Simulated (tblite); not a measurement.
# C7H7BCl2: the cost of one run

Computed with tblite 0.8.0 and PySCF 2.14.0, with density-fitted response routines of our own, on a single molecule in the gas phase. Atoms are numbered from 0 throughout.

## Step 1: The molecule as given

17 atoms, charge 0, multiplicity 1; geometry from: force field or distance geometry start.

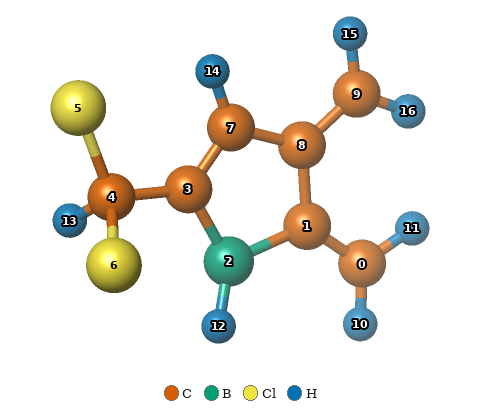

The starting geometry (carbon orange, boron teal, chlorine yellow, hydrogen blue), atoms numbered.

## Step 2: Optimising the geometry with GFN2-xTB

Job settings and geometry (Å):

```
{"job": {"kind": "relax", "xc": "GFN2-xTB", "basis": "xTB"}, "charge": 0, "multiplicity": 1}
C     -2.191400    -1.492500     0.097300
C     -1.090400    -0.754400     0.064400
B      0.410000    -1.293200     0.086800
C      1.251400     0.045200     0.035300
C      2.738900    -0.002200     0.047100
Cl     3.447300     1.630000    -0.010400
Cl     3.357500    -0.932700    -1.345700
C      0.453900     1.093300     0.022000
C     -0.943100     0.690700     0.034700
C     -1.978400     1.541500     0.018200
H     -2.192800    -2.570400     0.126300
H     -3.146700    -0.929400     0.087700
H      0.750400    -2.363500    -0.250200
H      3.086400    -0.551000     0.959200
H      0.850900     2.117300    -0.009800
H     -1.814900     2.620000    -0.004200
H     -2.996100     1.163400     0.031200
```

On the command line:

```
OMP_NUM_THREADS=1 python probes_run.py task.json out
```

This one command runs all jobs of the session in turn.

Q: Estimate the wall time of this first job on 1 thread of Arm Neoverse N1, shared host.

About 1.9 s.
